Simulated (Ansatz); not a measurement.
The crystal is SiO2 (I-42d).

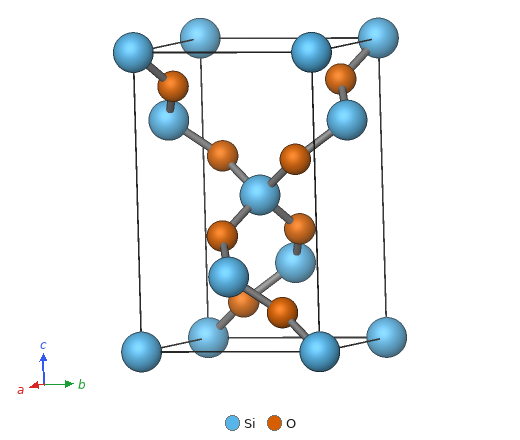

The structure (silicon blue, oxygen orange). Bonds to atoms that aren't drawn are left out. Some periodic images of atoms are drawn too.

```cif
data_structure
_symmetry_space_group_name_H-M 'P 1'
_symmetry_Int_Tables_number 1
_cell_length_a 5.0289
_cell_length_b 5.0289
_cell_length_c 5.0289
_cell_angle_alpha 123.661
_cell_angle_beta 123.661
_cell_angle_gamma 83.768
_cell_volume 84.41
loop_
_atom_site_label
_atom_site_type_symbol
_atom_site_fract_x
_atom_site_fract_y
_atom_site_fract_z
_atom_site_occupancy
Si1 Si 0.00000 0.00000 0.00000 1
Si2 Si 0.75000 0.25000 0.50000 1
O3 O 0.99838 0.62500 0.87338 1
O4 O 0.37500 0.24838 0.37338 1
O5 O 0.75162 0.12500 0.12662 1
O6 O 0.87500 0.00162 0.62662 1
```

The cell and positions come from the Crystallography Open Database and are kept as given unless a step says otherwise.

Gaps computed with Ansatz 0.2.0 without a self-energy: LDA 5.82 eV and r2SCAN 6.70 eV. The mean ε∞ by LDA perturbation theory is 2.34.

Estimate the G0W0@LDA gap with 6×6×6 mesh, 668 empty bands, screening to 230 eV, PAW set soft_1 files.

About 9.15 eV: on its mesh the run moves the gap from 5.82 eV by +3.33 eV. Among the scalar-relativistic levels given, r2SCAN is nearest (−2.45 eV). One-shot corrections scale roughly with one over ε∞, here 0.43. Bands and cutoff are finite, so the gap is not at the basis limit. The miss can reach some tenths of an eV and take either sign; the mesh is an error of its own.

[Paths, hosts, dates, memory and timing lines, banners, echoed tables and standing remarks are left out of the program output.]

[Logs are printed without paths, hosts, clocks, repeated set-up lines and the standing remarks that a program may print on its own settings, such as how far it seeks lower states.]

[Runs of the session that timed out or met a known fault of the program may be left out.]

[Cells called generated may have been cut or substituted from an entry of the Crystallography Open Database or the Materials Project.]

[Hosts, paths, dates, database ids (printed as entryN), source tags and the programs' standing remarks are cut or masked in the printed files.]
